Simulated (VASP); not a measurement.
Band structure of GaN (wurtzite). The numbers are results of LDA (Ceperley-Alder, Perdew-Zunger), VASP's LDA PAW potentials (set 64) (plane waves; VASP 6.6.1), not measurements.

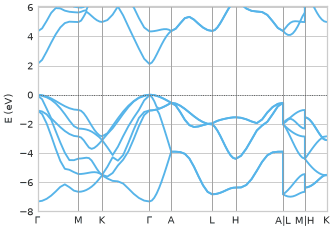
*Bands along high-symmetry lines, zero at the valence-band maximum or, without a gap, the Fermi level*

Q: Read the plot: is there a gap, and where are the band edges?

A: The gap is direct, 2.11 eV, from the valence maximum at Γ to the conduction minimum at Γ. (Edges off the drawn lines would not show.)

Measured: gap 3.68 eV (computed value off by -1.57 eV), as given by Wei Chen et al., Physical Review Materials (2018), doi:10.1103/physrevmaterials.2.073803 [zero-point renormalisation of 0.17 eV added back (the table's ZPR column)].

The compound is GaN in the wurtzite structure. It was relaxed first.
